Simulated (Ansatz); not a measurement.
# Ge (diamond structure), cut as [111] wire, round, centred on atom, 1.08 nm across, core Ge to 0.6 of the radius, shell Si

Calculation: PBE (plane waves to 420 eV, PAW; Ansatz, a quantum-chemistry and plane-wave program).

k-points: Γ-centred 1×1×3 mesh; occupations: Fermi-Dirac, 0.020 eV; spin polarisation not allowed. Scalar-relativistic, no spin-orbit coupling.

 The relaxation kept the symmetry of its start, so a lower minimum of less symmetry isn't excluded.

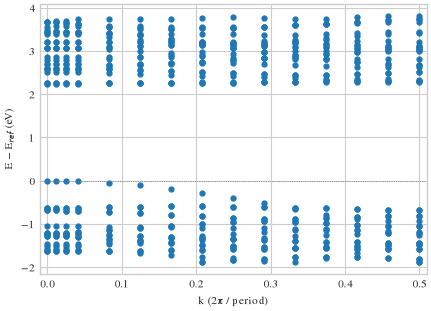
Figure: Levels along the axis at 15 k-points, drawn as points, zero at the top of the valence band

Electronic character: not metallic; Kohn-Sham band gap: 2.24 eV. Only levels within the plotted window are shown.
